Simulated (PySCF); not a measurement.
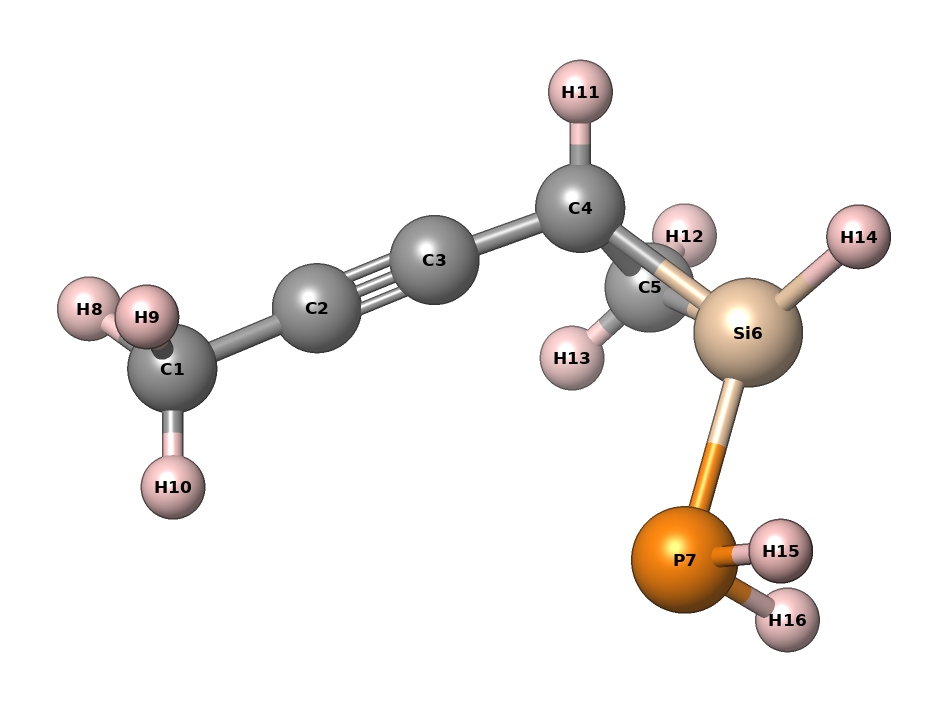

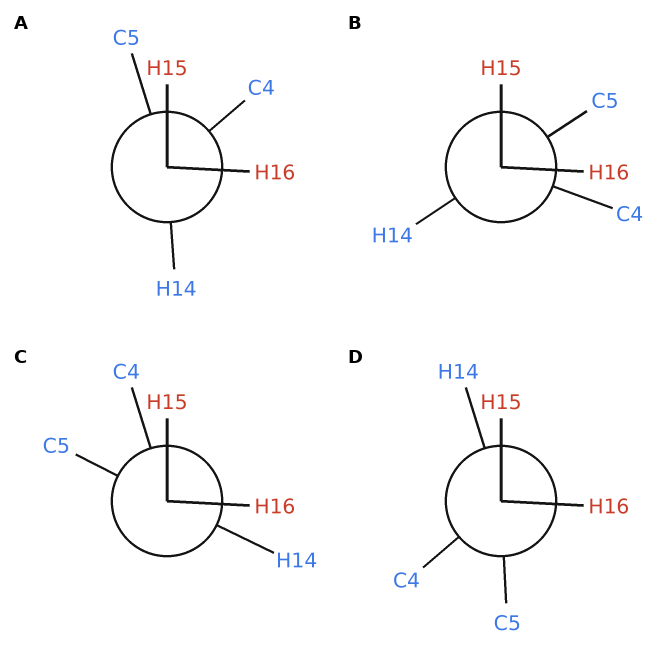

Distant atoms are faded towards the background colour. Bonds that would overlap in a projection are set slightly apart. Geometry: a frame of a GFN2-xTB molecular-dynamics simulation, not a minimum.

**Which Newman projection shows the view along P7–Si6, with P7 in front?**

D. The torsion angle H15–P7–Si6–C4 is −130°, anticlinal.
